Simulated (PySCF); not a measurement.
## Electronic structure of C3H11NSi (SiH3(NHiPr)) in real space

```xyz
16

Si   -0.2198    1.9336    0.7580
H     1.0609    1.7938    1.5332
H     0.1037    2.7655   -0.4419
H    -1.2028    2.6630    1.6144
N    -0.9977    0.4438    0.3298
C    -0.4036   -0.6873   -0.3668
C     0.2580   -1.6742    0.5930
C     0.5743   -0.2042   -1.4273
H    -1.7702    0.1759    0.9298
H    -1.2180   -1.2212   -0.8923
H     1.0990   -1.1952    1.1205
H     0.6438   -2.5587    0.0614
H    -0.4590   -2.0236    1.3524
H     1.4291    0.3240   -0.9702
H     0.9829   -1.0527   -1.9951
H     0.0850    0.4837   -2.1323
```

Geometry: PBE0-D3(BJ)/def2-SVP.

Theory: PBE0/pcSseg-1, SCF density, gas phase, non-relativistic (PySCF 2.14.0).

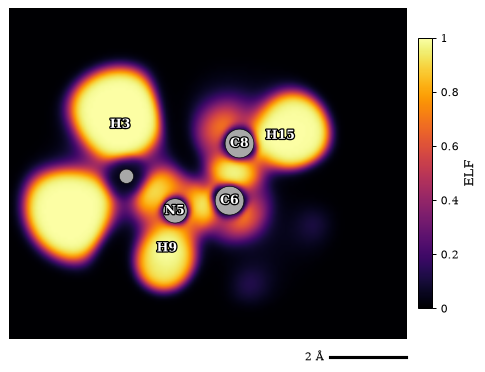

Figure 1. ELF on the plane of atoms C6, C8 and H15. Grey discs cover the atomic cores.

Question: Describe what can be read from this map.

Answer:
- Atoms in the plane: H, N and C.
- C–N (1.46 Å): the ELF peaks at about 0.90 between the atoms, as expected for localised, covalent bonding.
- C–C (1.52 Å): the ELF peaks at about 0.95 between the atoms: localised, covalent bonding.
- N–H (1.01 Å): the ELF climbs to about 1 towards the hydrogen, as it does in any bond to H (an ordinary covalent bond to hydrogen).
- C–H (1.10 Å): the ELF climbs to about 1 towards the hydrogen: a covalent bond by its length.

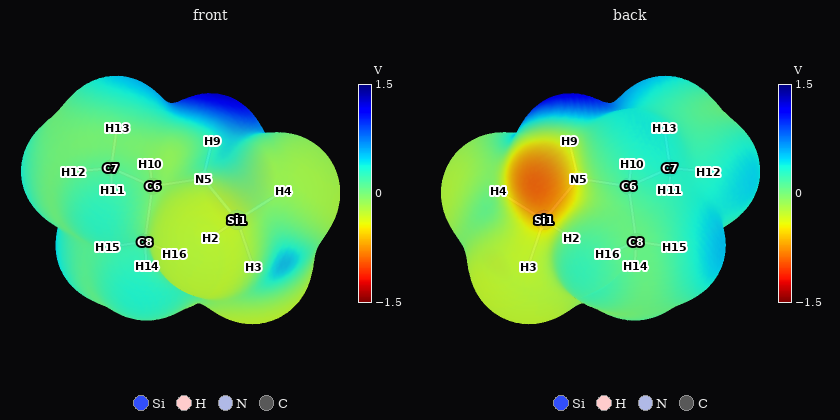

Figure 2. The electrostatic potential painted on the density surface at 0.001 e/bohr³, seen from the front and from behind; the colour scale runs from red (negative) to blue (positive).

Question: Which sites attract a positive test charge, and which a negative one?

Answer: A positive charge is drawn to the negative regions and a negative charge to the positive ones. The most negative region (about −0.9 V) lies over N5, the most positive (about +1.2 V) over H9.

Question: What dipole moment does the calculation give?

Answer: Its dipole moment is 1.33 D.
